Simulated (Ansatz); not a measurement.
## Electronic structure of FGeH3O···H (doublet) in real space

Input

```
crystal:
  periodic: [false, false, false]
  atoms:
    - { symbol: Ge, position_ang: [0.011476, 0.021431, -0.106621] }
    - { symbol: F, position_ang: [-0.003191, 0.015615, 1.610351] }
    - { symbol: H, position_ang: [1.473697, -0.042349, -0.572274] }
    - { symbol: H, position_ang: [-0.772349, 1.267155, -0.553869] }
    - { symbol: O, position_ang: [-0.815456, -1.467482, -0.601796] }
    - { symbol: H, position_ang: [-1.292595, -1.888291, 0.127415] }
    - { symbol: H, position_ang: [0.008018, 0.004421, 3.737994] }
magnetization:
  spin_polarized: true
  initial_magnetization: 1
basis:
  gaussian: { orbitals: def2-SVP }
hamiltonian:
  xc: b3lyp
  dispersion: d4
relax:
  f_tol: 0.03
  max_steps: 50
output:
  orbitals: {}
```

Run with:

```sh
ansatz run input.yaml --threads 2 --pin off --max-ram 3072MiB --backend cpu --events-out ev --progress --plain --runs-dir out
```

The fields are those of the run's last geometry, not of the input's.

Method: UKS B3LYP-D4/def2-SVP in Ansatz 0.2.0.

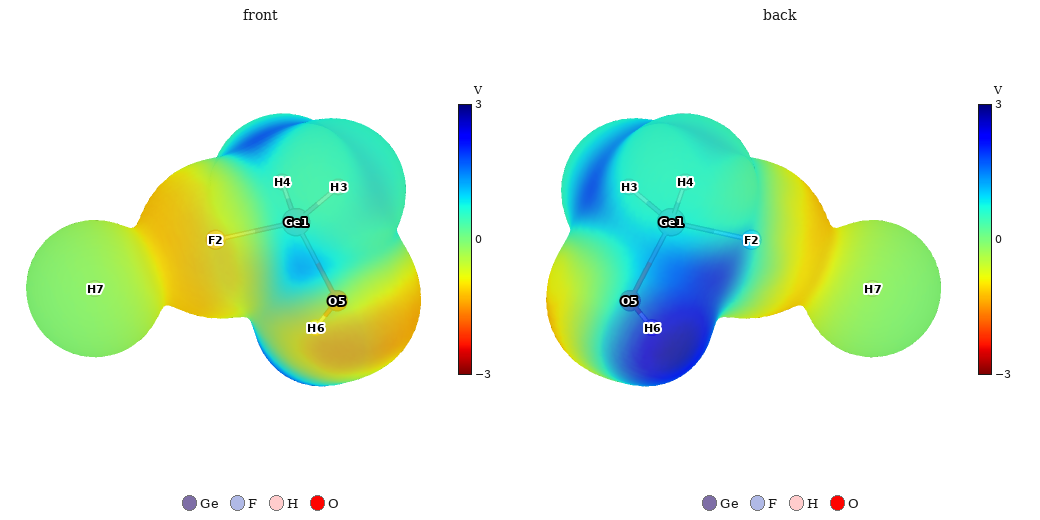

Figure 1. The molecular electrostatic potential painted on the density surface at 0.002 e/bohr³, seen from the front and from behind; the colour scale runs from red (negative) to blue (positive).

### Describe the electrostatic potential map.

The most negative region (about −1.4 V) lies over O5, the most positive (about +2.5 V) over H6. O5 is the likeliest acceptor of a hydrogen bond.

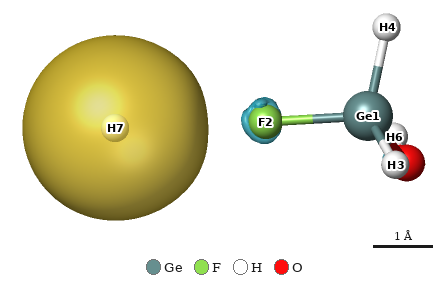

Figure 2. The LUMO (β) at ±0.1 Å⁻³ᐟ² (yellow and cyan are the two phases), seen from one side.

### Where does this orbital lie, and at what energy?

It lies mainly on H7 (about 90 %). Its energy is −1.22 eV.

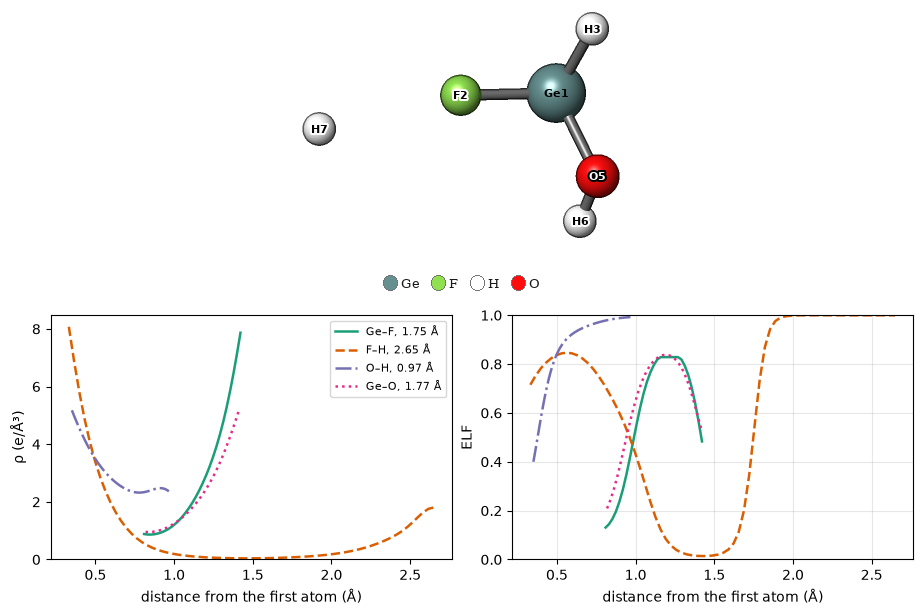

Figure 3. Total electron density and ELF along straight lines between neighbouring atoms. The curves leave out the atomic cores. The structure is drawn too.

### What can be read from the curves?

Ge–F (1.75 Å): the density is about 0.88 e/Å³ at the midpoint; the ELF peaks at about 0.85 in the valence shell of F, 0.6 Å from its nucleus, and is about 0.20 at the midpoint.
F2···H7 (2.65 Å): the density falls to about 0.04 e/Å³ on the way; the ELF dips to about 0 between them: a non-bonded, intermolecular contact.
O–H (0.97 Å): ρ is about 3.6 e/Å³ halfway; the ELF climbs to about 1 towards the hydrogen, as it does in any bond to H: an ordinary covalent bond to hydrogen.
Ge–O (1.77 Å): ρ at the midpoint is about 0.98 e/Å³; the ELF peaks at about 0.85 in the valence shell of O, 0.6 Å from its nucleus, and is about 0.35 at the midpoint.
